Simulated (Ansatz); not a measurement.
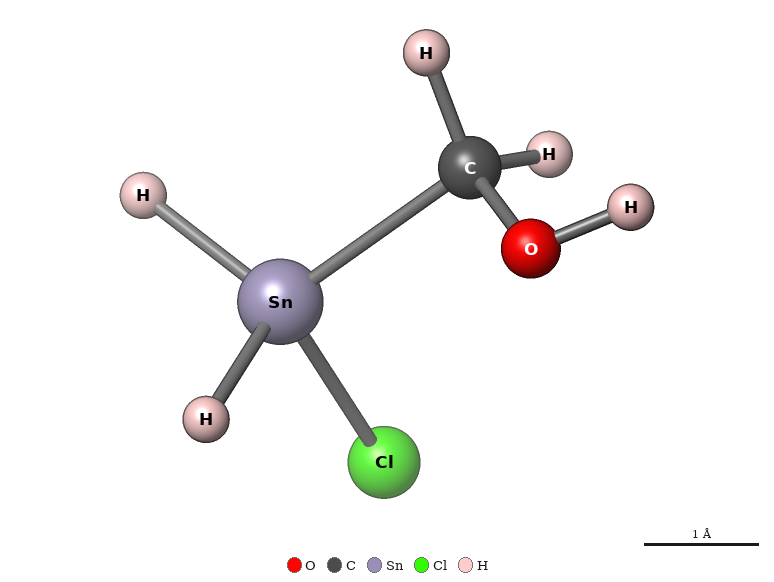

Atoms fade into the background with distance from the viewer. The geometry was computed by an optimisation with PBE-D4/def2-SVP. No frequency run is at hand to confirm it as a minimum. Masses are those of the most abundant isotopes; constants are for the rigid equilibrium geometry.

### What kind of rotor is it, and what are its rotational constants in GHz?

An asymmetric top (C1): A = 4.19, B = 1.84, C = 1.40 GHz. Ray's parameter κ is −0.68, nearer the prolate limit.
